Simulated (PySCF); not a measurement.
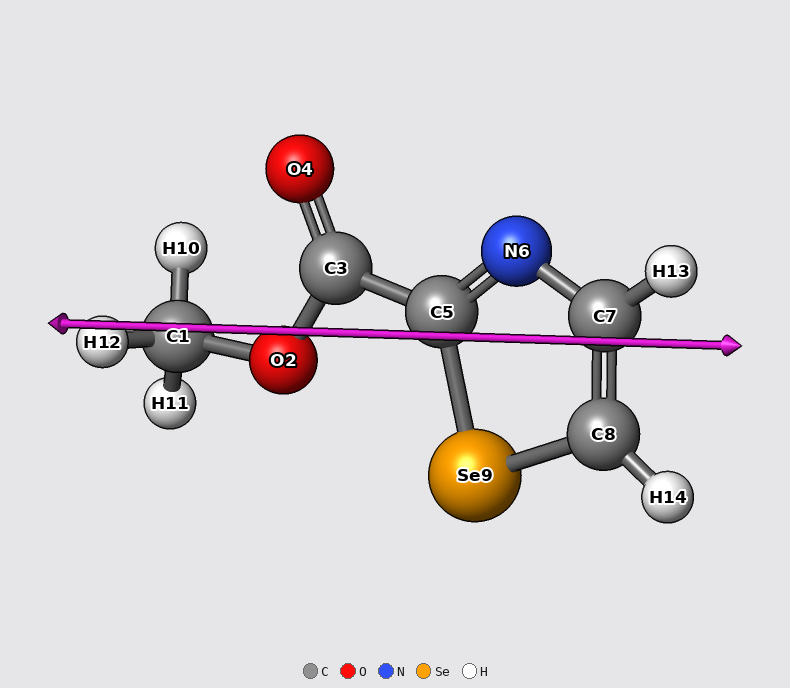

The double arrow shows the direction of the transition dipole to excited singlet state 4 (its length means nothing). The computed structure is the end point of a GFN2-xTB optimisation. No frequency run is at hand to confirm it as a minimum. Level of theory: TDDFT CAM-B3LYP/def2-SVPD, vertical, gas phase, core orbitals frozen in the response (PySCF 2.14.0).

> How is the transition polarised?

Nearly parallel to the C1–O2 bond.

> Where does the transition lie, and how strong is it?

5.45 eV (228 nm), oscillator strength 0.10, mainly HOMO−2 → LUMO (weight 0.92); transition dipole 2.25 D.

The geometry is semi-empirical. Around Se such bond lengths and angles can be off by a tenth of an ångström or more and by several degrees, and values that hang on the shape move with them.
